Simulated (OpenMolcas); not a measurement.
**How methods differ on PH (SMILES [PH])**

The species is PH (2 atoms), meant as a triplet with charge 0. As SMILES, `[PH]`. Geometry: relaxed at GFN2-xTB.

```xyz
2

P     0.0000    0.0000    0.0000
H     0.0000    0.0000    1.3991
```

Quantity: the energy change with the P1–H2 bond stretched from 1.399 to 2.448 Å, in eV. The values are calculated.

```
                                      level                   kind     program  value (eV)  less CCSD(T)/6-31G*  CPU time (all runs)
          ROHF/6-31G* (spherical functions)           Hartree–Fock  OpenMolcas        3.37                +1.29                7.8 s
        USVWN5/6-31G* (spherical functions)                    LDA  OpenMolcas        2.46                +0.38                  7 s
          UPBE/6-31G* (spherical functions)                    GGA  OpenMolcas        2.42                +0.34                9.4 s
      U-r2SCAN/6-31G* (spherical functions)               meta-GGA  OpenMolcas        2.44                +0.36                 12 s
         UPBE0/6-31G* (spherical functions)          global hybrid  OpenMolcas        2.54                +0.46                  9 s
   CASPT2(2,2)/6-31G* (spherical functions)         multireference  OpenMolcas        2.92                +0.84                5.2 s
   CASSCF(2,2)/6-31G* (spherical functions)         multireference  OpenMolcas        3.37                +1.29                5.3 s
SC-NEVPT2(6,5)/6-31G* (spherical functions)         multireference  OpenMolcas        2.02                -0.06                2.7 s
     ROCCSD(T)/6-31G* (spherical functions)  coupled cluster or CI  OpenMolcas        2.08                 0.00                5.1 s
                                  FCI/3-21G     exact in the basis  OpenMolcas        1.68                -0.40                4.8 s
```

ROCCSD(T)/6-31G* (spherical functions) is the highest level here, not the true value. At this stretch a single reference begins to fail. The first shape isn't each level's own minimum. The values span 1.68 to 3.37 eV. Spin contamination of the reference (⟨S²⟩ at least 0.1 too high) touches USVWN5/6-31G*, UPBE/6-31G*, U-r2SCAN/6-31G*, UPBE0/6-31G*. High-level rows in very small sets aren't better than simpler rows in larger ones. Times are those of the runs behind each value, whatever else they computed, on shared processors of several kinds: orders of magnitude only.

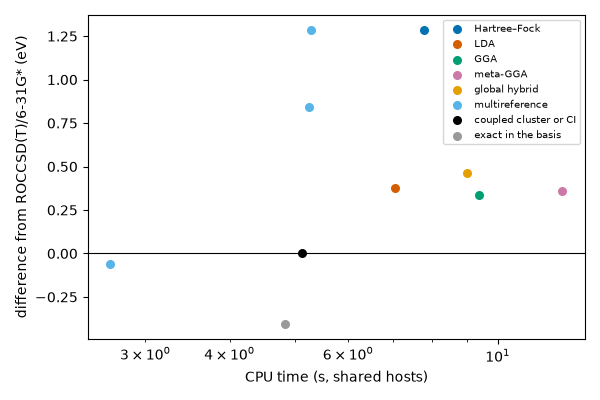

Difference from ROCCSD(T)/6-31G* against processor time, one point a level.
